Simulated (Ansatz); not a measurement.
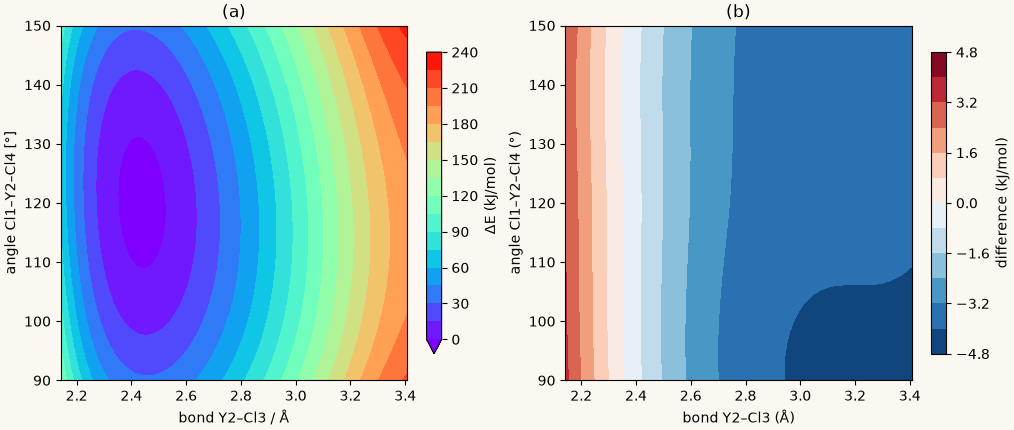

Cl3Y, SMILES [Cl][Y]([Cl])[Cl]. 
- Two internal coordinates are moved rigidly from the geometry relaxed at PBE0-D4/def2-TZVP, all others fixed.
- Coordinates scanned: (1) bond Y2–Cl3; (2) angle Cl1–Y2–Cl4.
- Grid: 5 × 5 points.
- Points are written as (first, second).
- All energies are given in kJ/mol relative to each map's own lowest point.
- These are results of RKS PBE0-D4/def2-TZVPP (Ansatz), not measurements.

Panel (a): RKS PBE0-D4/def2-TZVPP in Ansatz 0.2.0. Panel (b): the map at Ansatz 0.2.0, RKS r2SCAN-D4/def2-TZVPP less the map of (a), each from its own lowest point.

**How does the change of method alter the landscape?**

The difference runs from −4.2 kJ/mol at (3.407 Å, 90°) to 3.4 kJ/mol at (2.142 Å, 90°). The interpolated minimum moves from 2.4383 to 2.4464 Å in bond Y2–Cl3 and 119.9 to 119.8° in angle Cl1–Y2–Cl4.
